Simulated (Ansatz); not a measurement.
# BH3IO: the cost of one run

Program: Ansatz 0.2.0, Gaussian basis. Level of theory: single points in def2-TZVPP. These are calculated values, not measurements.

Cores are frozen in the correlated methods. Filled d shells of the heavier atoms are correlated. Core potentials replace the inner electrons past krypton, and spin-orbit coupling is left out.

1 further run of the same task is left out (it didn't finish).

### Step 1. The system as given

SMILES `[OH2+]BI`, 6 atoms, charge 1, spin multiplicity 1.

Atoms are counted from 1 here; the program's logs count them from 0.

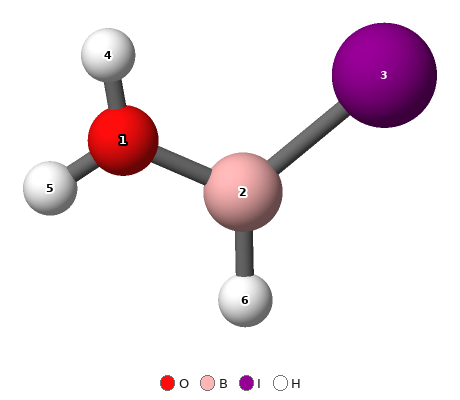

Start geometry, drawn with oxygen red, boron pink, iodine purple, hydrogen white; atoms are numbered from 1 in the order of the file.

As a file:

```
atom    x (Å)    y (Å)    z (Å)
  O1  -0.6330  -0.3903   0.2860
  B2   0.6553   0.1734  -0.1323
  I3   0.5701   1.8577  -1.2620
  H4  -1.5027  -0.0153   0.0491
  H5  -0.6861  -1.2298   0.7676
  H6   1.6476  -0.4325   0.2350
```

### Step 2. PBE-D4/def2-TZVPP

The input, run/in.yaml:

```yaml
crystal:
  periodic: [false, false, false]
  atoms:
    - {symbol: O, position_ang: [-0.632987, -0.390263, 0.285977]}
    - {symbol: B, position_ang: [0.655268, 0.173431, -0.132252]}
    - {symbol: I, position_ang: [0.570104, 1.857733, -1.262005]}
    - {symbol: H, position_ang: [-1.502699, -0.015286, 0.049068]}
    - {symbol: H, position_ang: [-0.686065, -1.229800, 0.767562]}
    - {symbol: H, position_ang: [1.647597, -0.432548, 0.235023]}
basis:
  gaussian: {orbitals: def2-TZVPP}
total_charge: 1
hamiltonian: {xc: pbe, dispersion: d4}
output: {forces: true}
```

Run with:

```bash
ansatz run in.yaml --threads 2 --pin off --events-out ev --progress --plain --max-ram 3481MiB
```

Q: Estimate wall time and peak memory on 2 threads of Arm Neoverse V1, shared host.

About 1.8 s, with a peak of 0.15 GiB.
